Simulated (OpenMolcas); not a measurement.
## Nb³⁺ complex: multiconfigurational calculation

System: Nb³⁺ with 6 ligands (F; octahedron, 2.029 Å), embedded in KZnF3 by model potentials and point charges, whose field is part of the energies.
Method: state-averaged CASSCF, active space 2 electrons in the shell 4d, basis ANO-RCC-VTZP on the metal and ANO-RCC-VDZP on the ligands, DKH2 scalar Hamiltonian, spin-orbit coupling by RASSI with atomic mean-field integrals (OpenMolcas).

**Summary**

```
                                 quantity                                                                 value
                                  outcome                                                             converged
      energy of the lowest spin-free term                                                   −4416.21207 hartree
    energy of the lowest spin-orbit level                                                   −4416.21398 hartree
largest spread among components of a term                                                              0.0 cm⁻¹
                                 hardware  1 thread of Arm Neoverse V2, 24 GiB of memory available, shared host
                                wall time                                                                  24 s
                              peak memory                                                               0.4 GiB
```

**Remarks**

Without dynamic correlation the splittings between terms come out too large, often by 20 to 50 %. Caveats: the geometry is set by hand, with no relaxation.

**Input file**
```
&GATEWAY
Basis set
Nb.ANO-RCC-VTZP.
Nb1 0.0 0.0 0.0 Angstrom
End of basis
Basis set
F.ANO-RCC-VDZP.
L1 2.029000 0.000000 0.000000 Angstrom
L2 0.000000 2.029000 0.000000 Angstrom
L3 0.000000 0.000000 2.029000 Angstrom
End of basis
Basis set
Zn.EMB-AIMP.Lopez-Moraza.11s8p.1s1p.ECP.KZnF3.
PseudoCharge
* 3 symmetry-unique lattice sites within 7.6 angstrom
End of basis
Basis set
K.EMB-AIMP.Lopez-Moraza.0s.0s.ECP.KZnF3.
PseudoCharge
* 16 symmetry-unique lattice sites within 7.6 angstrom
End of basis
Basis set
Zn.EMB-AIMP.Lopez-Moraza.0s.0s.ECP.KZnF3.
PseudoCharge
* 10 symmetry-unique lattice sites within 7.6 angstrom
End of basis
Basis set
F.EMB-AIMP.Lopez-Moraza.0s.0s.ECP.KZnF3.
PseudoCharge
* 39 symmetry-unique lattice sites within 7.6 angstrom
End of basis
Symmetry
XYZ
AngMom=0.0 0.0 0.0
AMFI
RICD
XField
1521 Angstrom 0
* Evjen-weighted lattice charges
&SEWARD
&RASSCF
FileOrb=start.orb
Symmetry=1
Spin=3
nActEl=2 0 0
Inactive=24 24
Ras2=5 0
CIRoot=10 10 1
SDav=10
CIMx=300
Iter=150 100
PrWF=0.3
OrbListing=Nothing
MaxOrb=0
LevShft=1.0
>>> COPY $Project.JobIph JOB001
&RASSCF
FileOrb=start.orb
Symmetry=1
Spin=1
nActEl=2 0 0
Inactive=24 24
Ras2=5 0
CIRoot=15 15 1
SDav=15
CIMx=300
Iter=150 100
PrWF=0.3
OrbListing=Nothing
MaxOrb=0
LevShft=1.0
>>> COPY $Project.JobIph JOB002
&RASSI
NrOfJobIphs=2 10 15
1 2 3 4 5 6 7 8 9 10
1 2 3 4 5 6 7 8 9 10 11 12 13 14 15
IphNames
JOB001
JOB002
EJob
SpinOrbit
DIPRint=1.0
SOCoupling=1000.0
Subsets=2
Property=9
'ANGMOM' 1 'ANGMOM' 2 'ANGMOM' 3 'MLTPL  1' 1 'MLTPL  1' 2 'MLTPL  1' 3
'AMFI' 1 'AMFI' 2 'AMFI' 3
SOProperty=3
'ANGMOM' 1 'ANGMOM' 2 'ANGMOM' 3
```

The file start.orb holds starting orbitals from an earlier step. A driver script formed the levels outside the program, from RASSI's spin-orbit matrix and the active-space energies, averaged over the components of each term or state.

Run as:
```bash
OMP_NUM_THREADS=1 MOLCAS_MEM=2457 MOLCAS_PROJECT=a pymolcas a.inp > a.log  # once for each step of the input, in one work folder
```

**Output (extracts)**
```
--- SEWARD ---
Basis set label: NB.ANO-RCC...7S6P4D2F1G.

      Electronic valence basis set:
      ------------------
      Associated Effective Charge  41.000000 au
      Associated Actual Charge     41.000000 au
      Nuclear Model: Point charge

      Shell  nPrim  nBasis  Cartesian Spherical Contaminant
         s      21       7        X
         p      18       6        X
         d      13       4                 X
         f       6       2                 X
         g       4       1                 X
                  Relativistic Douglas-Kroll-Hess integrals:
                    - DKH order of Hamiltonian: 2
                    - DKH order of Properties : 0
                  Atomic mean-field integrals
--- RASSCF ---
Wave function specifications:
      -----------------------------

      Number of closed shell electrons          96
      Number of electrons in active shells       2
      Max number of holes in RAS1 space          0
      Max nr of electrons in RAS3 space          0
      Number of inactive orbitals               48
      Number of active orbitals                  5
      Number of secondary orbitals             123
      Spin quantum number                      1.0
      State symmetry                             1
Orbital specifications:
      -----------------------

      Symmetry species                           1   2
                                                ag  au
      Frozen orbitals                            0   0
      Inactive orbitals                         24  24
      Active orbitals                            5   0
      RAS1 orbitals                              0   0
      RAS2 orbitals                              5   0
      RAS3 orbitals                              0   0
      Secondary orbitals                        61  62
      Deleted orbitals                           0   0
      Number of basis functions                 90  86
      Number of CSFs                            10
      Number of root(s) required                10
      Iter CI   SX   CI       RASSCF       Energy    max ROT     max BLB   max BLB  Level Ln srch  Step   QN
          iter iter root      energy       change     param      element    value   shift minimum  type update
 Nr of preliminary CI iterations:   1
      Total energies have been shifted. Add                -4000.00 au
        1   1   11    0  -415.02588372    0.00E+00  -1.08E-01*  24  75 2  4.47E-01*  0.63   0.00    SX    NO
        2   1   11    0  -415.98557022   -9.60E-01* -6.39E-02   24  27 1  1.29E-01*  0.62   0.00    SX    NO
        3   1   11    0  -416.08218484   -9.66E-02* -1.99E-02   24  27 1  4.96E-02*  0.67   0.00    SX    NO
        4   1   10    0  -416.09517984   -1.30E-02* -9.83E-03   24  27 1  2.47E-02*  0.68   0.00    SX    NO
        5   1    9    0  -416.09783515   -2.66E-03* -8.46E-03   24  27 1  1.17E-02*  0.69   1.90    LS   YES
        6   1    9    0  -416.09860837   -7.73E-04*  2.81E-03   23  27 2  2.06E-03*  0.69   1.05    QN   YES
        7   1    9    0  -416.09868745   -7.91E-05* -1.55E-03    9  51 1  1.01E-03*  0.69   1.32    QN   YES
        8   1    8    0  -416.09870082   -1.34E-05* -3.17E-04   24  44 2 -2.18E-04*  0.69   1.09    QN   YES
        9   1    7    0  -416.09870137   -5.45E-07* -1.32E-04   24  33 1 -8.64E-05   0.69   1.39    QN   YES
       10   1    6    0  -416.09870146   -9.19E-08*  1.81E-05   24  27 1 -2.26E-05   0.69   1.14    QN   YES
       11   1    5    0  -416.09870146   -6.78E-09   8.64E-06   24  27 1 -1.00E-05   0.69   1.28    QN   YES
      Convergence after 11 iterations
       12   1    5    0  -416.09870147   -1.04E-09   8.64E-06   24  44 2  3.62E-06   0.69   1.28    QN   YES
      Natural orbitals and occupation numbers for root  1
      sym 1:   0.013218   0.986782   0.013218   0.986782  -0.000000
      Natural orbitals and occupation numbers for root  2
      sym 1:   0.986804   0.986804  -0.000000   0.013196   0.013196
      Natural orbitals and occupation numbers for root  3
      sym 1:   0.986810   0.013190   0.013190   0.986810   0.000000
::    RASSCF root number  1 Total energy:  -4416.21207197
::    RASSCF root number  2 Total energy:  -4416.21207197
::    RASSCF root number  3 Total energy:  -4416.21207197
::    RASSCF root number  4 Total energy:  -4416.08650205
::    RASSCF root number  5 Total energy:  -4416.08650205
::    RASSCF root number  6 Total energy:  -4416.08650205
::    RASSCF root number  7 Total energy:  -4416.04613521
::    RASSCF root number  8 Total energy:  -4416.04613521
::    RASSCF root number  9 Total energy:  -4416.04613521
::    RASSCF root number 10 Total energy:  -4415.95288697
--- RASSCF ---
Wave function specifications:
      -----------------------------

      Number of closed shell electrons          96
      Number of electrons in active shells       2
      Max number of holes in RAS1 space          0
      Max nr of electrons in RAS3 space          0
      Number of inactive orbitals               48
      Number of active orbitals                  5
      Number of secondary orbitals             123
      Spin quantum number                      0.0
      State symmetry                             1
Orbital specifications:
      -----------------------

      Symmetry species                           1   2
                                                ag  au
      Frozen orbitals                            0   0
      Inactive orbitals                         24  24
      Active orbitals                            5   0
      RAS1 orbitals                              0   0
      RAS2 orbitals                              5   0
      RAS3 orbitals                              0   0
      Secondary orbitals                        61  62
      Deleted orbitals                           0   0
      Number of basis functions                 90  86
      Number of CSFs                            15
      Number of root(s) required                15
      Iter CI   SX   CI       RASSCF       Energy    max ROT     max BLB   max BLB  Level Ln srch  Step   QN
          iter iter root      energy       change     param      element    value   shift minimum  type update
 Nr of preliminary CI iterations:   1
      Total energies have been shifted. Add                -4000.00 au
        1   1   10    0  -416.05046982    0.00E+00  -6.70E-03   17  27 1  4.23E-03*  0.68   0.00    SX    NO
        2   1    9    0  -416.05073791   -2.68E-04*  2.58E-03   17  27 1  2.87E-03*  0.68   0.00    SX    NO
        3   1    9    0  -416.05079578   -5.79E-05*  1.20E-03   17  27 1  1.49E-03*  0.68   0.00    SX    NO
        4   1    8    0  -416.05081045   -1.47E-05*  5.61E-04   17  27 1  7.98E-04*  0.68   0.00    SX    NO
        5   1    8    0  -416.05081440   -3.95E-06*  6.16E-04   17  27 1  4.15E-04*  0.68   2.10    LS   YES
        6   1    7    0  -416.05081590   -1.50E-06*  4.82E-05   10  44 2  6.71E-05   0.68   1.00    QN   YES
        7   1    6    0  -416.05081593   -3.58E-08*  4.77E-05   20  25 1 -3.25E-05   0.68   1.61    QN   YES
        8   1    5    0  -416.05081594   -1.08E-08*  3.49E-06   17  27 1 -8.36E-06   0.68   1.01    QN   YES
        9   1    4    0  -416.05081594    3.90E-10   2.29E-06   17  27 1 -3.73E-06   0.68   0.09    QN   YES
      Convergence after  9 iterations
       10   1    4    0  -416.05081594    1.76E-10   2.29E-06   17  27 1 -1.27E-06   0.68   0.09    QN   YES
      Natural orbitals and occupation numbers for root  1
      sym 1:   0.368576   1.329600   0.001866   0.298092   0.001866
      Natural orbitals and occupation numbers for root  2
      sym 1:   0.962269   0.001246   0.001866   1.032754   0.001866
      Natural orbitals and occupation numbers for root  3
      sym 1:   1.049812   0.936344   0.002444   0.011400   0.000000
::    RASSCF root number  1 Total energy:  -4416.16713274
::    RASSCF root number  2 Total energy:  -4416.16713274
::    RASSCF root number  3 Total energy:  -4416.16640311
::    RASSCF root number  4 Total energy:  -4416.16640311
::    RASSCF root number  5 Total energy:  -4416.16640311
::    RASSCF root number  6 Total energy:  -4416.10876206
::    RASSCF root number  7 Total energy:  -4416.03460896
::    RASSCF root number  8 Total energy:  -4416.03460896
::    RASSCF root number  9 Total energy:  -4416.03460896
::    RASSCF root number 10 Total energy:  -4416.02436568
::    RASSCF root number 11 Total energy:  -4416.02436568
::    RASSCF root number 12 Total energy:  -4416.02436568
::    RASSCF root number 13 Total energy:  -4415.90062743
::    RASSCF root number 14 Total energy:  -4415.90062743
::    RASSCF root number 15 Total energy:  -4415.84182353
--- RASSI ---
SPIN-FREE ENERGIES:
  (Shifted by EMIN (a.u.) =      -4416.2120719722)

 SF State       Relative EMIN(au)   Rel lowest level(eV)    D:o, cm**(-1)

     1             0.0000000000        0.0000000000              0.0000
     2             0.0000000000        0.0000000000              0.0000
     3             0.0000000000        0.0000000000              0.0000
    11             0.0449392363        1.2228589155           9863.0223
    12             0.0449392363        1.2228589155           9863.0223
    13             0.0456688653        1.2427131319          10023.1574
    14             0.0456688653        1.2427131319          10023.1574
    15             0.0456688653        1.2427131319          10023.1574
    16             0.1033099129        2.8112059425          22673.9050
     4             0.1255699265        3.4169317719          27559.4133
     5             0.1255699265        3.4169317719          27559.4133
     6             0.1255699265        3.4169317719          27559.4133
     7             0.1659367636        4.5153693681          36418.9100
     8             0.1659367636        4.5153693681          36418.9100
     9             0.1659367636        4.5153693681          36418.9100
    17             0.1774630144        4.8290146301          38948.6297
    18             0.1774630144        4.8290146301          38948.6297
    19             0.1774630144        4.8290146301          38948.6297
    20             0.1877062963        5.1077485286          41196.7702
    21             0.1877062963        5.1077485286          41196.7702
    22             0.1877062963        5.1077485286          41196.7702
    10             0.2591849987        7.0527831092          56884.5320
    23             0.3114445391        8.4748376474          68354.1754
    24             0.3114445391        8.4748376474          68354.1754
    25             0.3702484447       10.0749734364          81260.1409
     Dipole printing threshold changed to   1.00000000E+00
Eigenvalues of complex Hamiltonian:
   -----------------------------------
  (Shifted by EMIN (a.u.) =      -4416.2120719722)

 SO State       Relative EMIN(au)   Rel lowest level(eV)    D:o, cm**(-1)

     1            -0.0019036221        0.0000000000              0.0000
     2            -0.0019036221        0.0000000000              0.0000
     3            -0.0018154609        0.0023989887             19.3491
     4            -0.0018154609        0.0023989888             19.3491
     5            -0.0018154609        0.0023989888             19.3491
     6             0.0015437617        0.0938080910            756.6133
     7             0.0015437617        0.0938080910            756.6133
     8             0.0015437617        0.0938080910            756.6133
     9             0.0031070322        0.1363468490           1099.7115
    10             0.0449383644        1.2746353882          10280.6277
    11             0.0449383644        1.2746353882          10280.6277
    12             0.0455573569        1.2914790326          10416.4809
    13             0.0455573569        1.2914790326          10416.4809
    14             0.0455573569        1.2914790326          10416.4809
    15             0.1032342904        2.8609483459          23075.1046
    16             0.1242386367        3.4325057254          27685.0257
    17             0.1249570800        3.4520555649          27842.7058
    18             0.1249570800        3.4520555648          27842.7058
    19             0.1249570800        3.4520555648          27842.7058
    20             0.1262236405        3.4865204321          28120.6837
    21             0.1262236405        3.4865204320          28120.6837
    22             0.1262236405        3.4865204321          28120.6837
    23             0.1262691924        3.4877599623          28130.6812
    24             0.1262691924        3.4877599622          28130.6812
    25             0.1640923760        4.5169812185          36431.9105
    26             0.1649805042        4.5411484194          36626.8321
    27             0.1649805042        4.5411484196          36626.8321
    28             0.1649805042        4.5411484195          36626.8321
    29             0.1666536121        4.5866760058          36994.0369
    30             0.1666536121        4.5866760058          36994.0369
    31             0.1666536121        4.5866760057          36994.0369
    32             0.1670090827        4.5963488514          37072.0536
    33             0.1670090827        4.5963488516          37072.0536
    34             0.1777460621        4.8885169461          39428.5482
    35             0.1777460621        4.8885169461          39428.5482
    36             0.1777460621        4.8885169461          39428.5482
    37             0.1877963699        5.1619997540          41634.3358
    38             0.1877963699        5.1619997540          41634.3358
    39             0.1877963699        5.1619997540          41634.3358
    40             0.2593936284        7.1102604083          57348.1177
    41             0.2593936284        7.1102604083          57348.1177
Weights of the five most important spin-orbit-free states for each spin-orbit state.

 SO State  Total energy (au)           Spin-free states, spin, and weights
 -------------------------------------------------------------------------------------------------------
    1        -0.001904       2 1.0  0.5082    3 1.0  0.4877   11 0.0  0.0018    4 1.0  0.0008   12 0.0  0.0007
    2        -0.001904       1 1.0  0.6638    3 1.0  0.1765    2 1.0  0.1559   12 0.0  0.0018   11 0.0  0.0007
    3        -0.001815       1 1.0  0.4972    3 1.0  0.4496    2 1.0  0.0507   14 0.0  0.0010   13 0.0  0.0005
    4        -0.001815       2 1.0  0.4984    3 1.0  0.4943    1 1.0  0.0048   13 0.0  0.0011   14 0.0  0.0005
    5        -0.001815       1 1.0  0.4955    2 1.0  0.4485    3 1.0  0.0536   15 0.0  0.0015   18 0.0  0.0003
    6         0.001544       3 1.0  0.4919    2 1.0  0.4873    1 1.0  0.0202    6 1.0  0.0002    5 1.0  0.0002
    7         0.001544       3 1.0  0.4989    1 1.0  0.4880    2 1.0  0.0126    5 1.0  0.0002    4 1.0  0.0002
    8         0.001544       2 1.0  0.4995    1 1.0  0.4912    3 1.0  0.0087    6 1.0  0.0002    4 1.0  0.0002
    9         0.003107       1 1.0  0.3329    3 1.0  0.3329    2 1.0  0.3329   16 0.0  0.0011    8 1.0  0.0001
   10         0.044938      12 0.0  0.9965    2 1.0  0.0013    1 1.0  0.0012    7 1.0  0.0005    9 1.0  0.0005
   11         0.044938      11 0.0  0.9965    3 1.0  0.0017    8 1.0  0.0006    1 1.0  0.0005    2 1.0  0.0004
   12         0.045557      15 0.0  0.9961    6 1.0  0.0009    4 1.0  0.0009    1 1.0  0.0009    2 1.0  0.0009
```

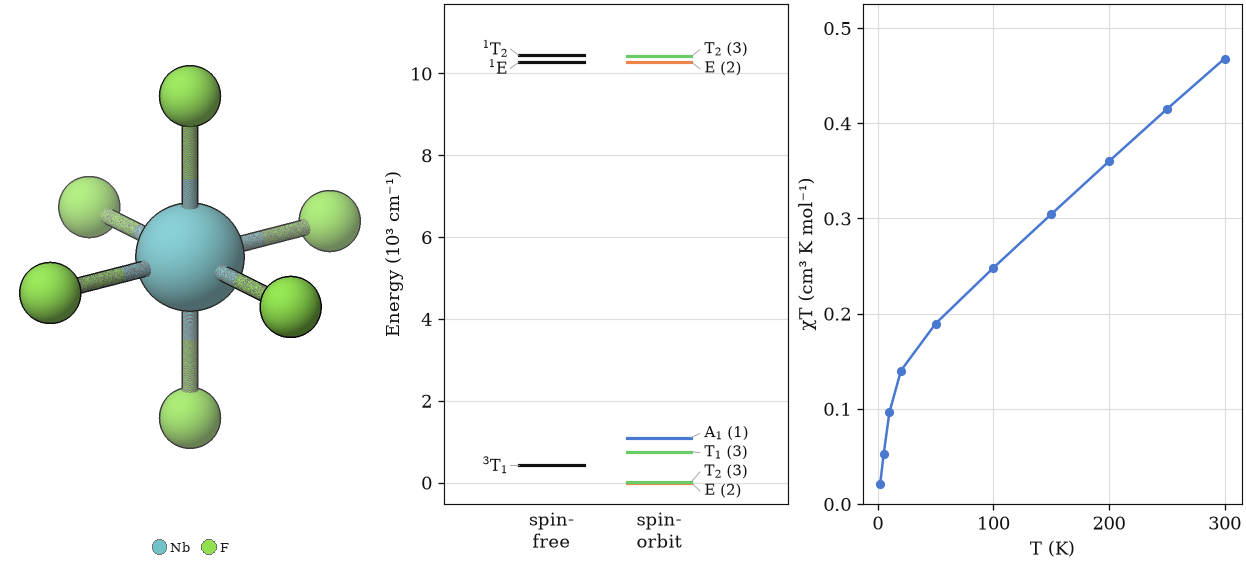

Fig. 1: Nb³⁺ (4d²) as a dopant in KZnF₃, a cluster with its 6 nearest F⁻ at 2.029 Å (octahedron) embedded in model potentials and point charges; the geometry was set, not optimised, and its levels and susceptibility. Labels give the representation in O, Td, D4 or D3 as the site allows (double group for half-integer spin) where it could be assigned and, in brackets, the degeneracy; spin-free states, where drawn, share the zero of the spin-orbit levels. Powder susceptibility by Van Vleck's formula. The ground level is E, doubly degenerate, 100 % from states of spin multiplicity 3. Its principal g values are all close to zero. The next level lies at 19 cm⁻¹ (T₂). The lowest spin-free state is ³T₁. A ligand-field fit to the spin-free states gives |10Dq| = 29,200 cm⁻¹, B = 692 and C = 2,730 cm⁻¹ (rms misfit 90 cm⁻¹). χT is 0.0209 cm³ K mol⁻¹ at 2 K and 0.468 at 300 K, an effective moment of 1.93 μB. The active orbitals hold 83 to 91 % metal character (Löwdin), and the Mulliken charge of the metal is +2.41.
